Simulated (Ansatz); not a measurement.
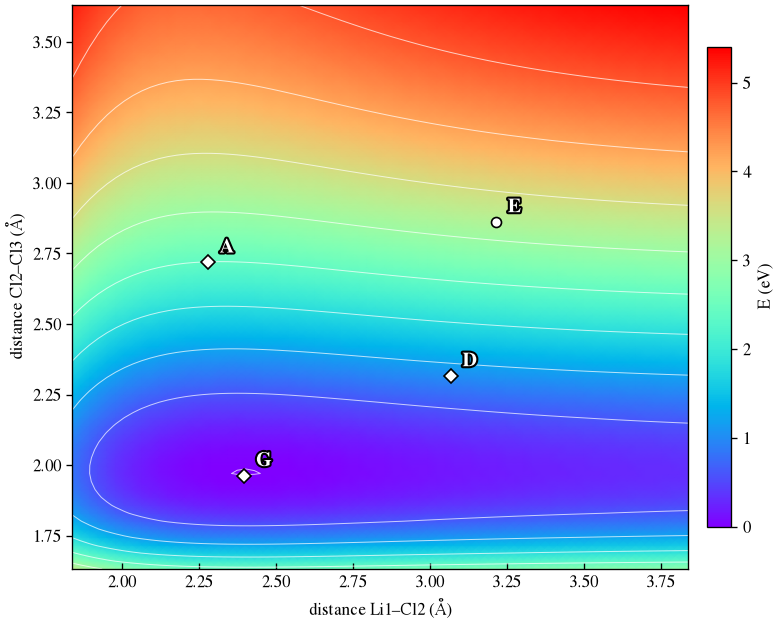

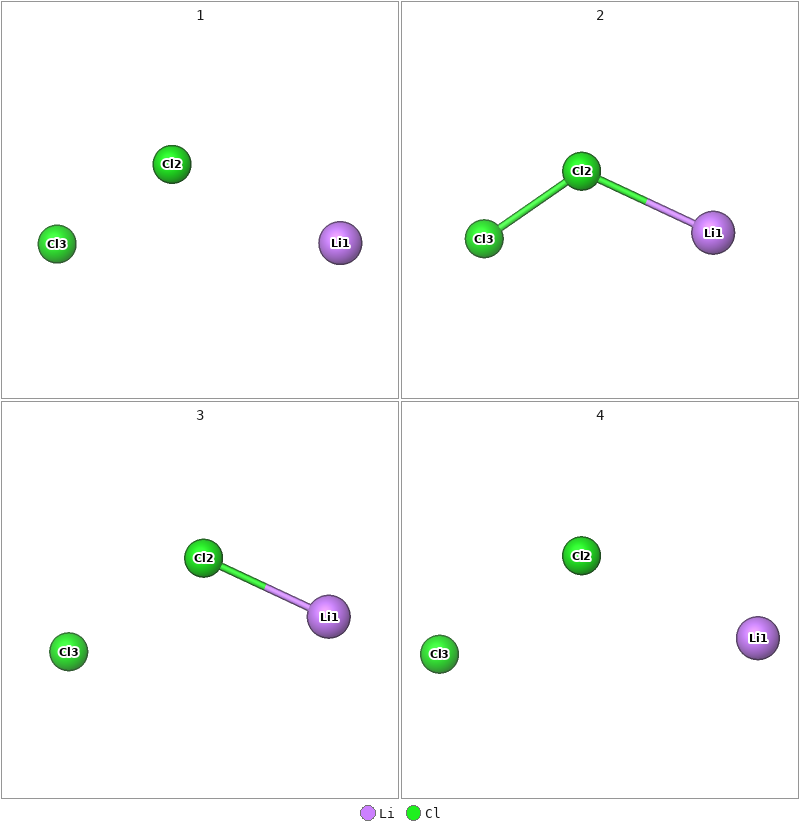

The system Li⁺ + Cl₂. 
- First axis: distance Li1–Cl2. Second axis: distance Cl2–Cl3.
- Nothing is relaxed (the angle Li1–Cl2–Cl3 is fixed at 120 degrees).
- Grid: 17 × 17 points.
- Energies: eV, counted from the lowest grid point.
- The reference is spin-restricted, so regions where a bond is pulled apart into radicals lie too high.
- Level of theory: Ansatz, RHF/def2-TZVPD.

Drawn: a smooth colour map with a few white contour lines, lettered points. Between grid points the surface is interpolated. The numbered pictures are the structures at these points, in random order.

Q: Which structure belongs to which point?

A: A is structure 3: distance Li1–Cl2 = 2.281 Å, distance Cl2–Cl3 = 2.718 Å, 2.39 eV; D is structure 1: distance Li1–Cl2 = 3.069 Å, distance Cl2–Cl3 = 2.315 Å, 1.02 eV; E is structure 4: distance Li1–Cl2 = 3.216 Å, distance Cl2–Cl3 = 2.861 Å, 3.23 eV; G is structure 2: distance Li1–Cl2 = 2.399 Å, distance Cl2–Cl3 = 1.962 Å, 0.00 eV.
